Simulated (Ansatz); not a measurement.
# A computed series for NiSi: response to strain

Consider NiSi (space group Pnma, No. 62; non-magnetic).

```yaml
crystal:
  lattice:
    - [5.18989, 0.00000, 0.00000]
    - [0.00000, 3.35046, 0.00000]
    - [0.00000, 0.00000, 5.62404]
  atoms:
    - { symbol: Ni, position: [0.50794, 0.25000, 0.68823] }
    - { symbol: Ni, position: [0.00794, 0.25000, 0.81177] }
    - { symbol: Ni, position: [0.49206, 0.75000, 0.31177] }
    - { symbol: Ni, position: [0.99206, 0.75000, 0.18823] }
    - { symbol: Si, position: [0.67922, 0.25000, 0.08277] }
    - { symbol: Si, position: [0.17922, 0.25000, 0.41723] }
    - { symbol: Si, position: [0.32078, 0.75000, 0.91723] }
    - { symbol: Si, position: [0.82078, 0.75000, 0.58277] }
```

Cartesian axes are those of the cell as printed.

Strains are applied to the cell and any free atomic positions relax; under biaxial strain the out-of-plane vector relaxes too.

All numbers come from DFT with PBE, PAW potentials and a 420 eV plane-wave cutoff in Ansatz (a first-principles code), no spin-orbit coupling.

Notes on the quantities. pressure: mean of the normal stresses, compression positive.

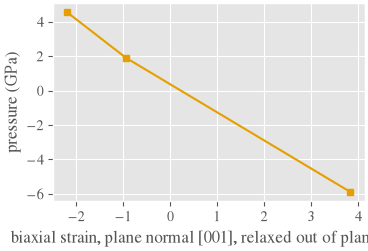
Figure: Pressure against biaxial strain, plane normal [001], relaxed out of plane

Question: From the plot, what is the pressure for biaxial strain +3.84 %, plane normal [001], relaxed out of plane?

Answer: About -5.9 GPa.

Question: Is the trend monotonic over the range shown?

Answer: Yes, it falls throughout, spanning -5.9 GPa to 4.5 GPa.

Without a gap, meshes like the base's 9×14×8 leave anisotropic stresses uncertain by several tenths of a GPa, and small strain energies with them. Stability against distortions was not tested. Starting moments died away, wholly or in part, for the base; another magnetic solution may exist. All final runs are without spin polarisation.
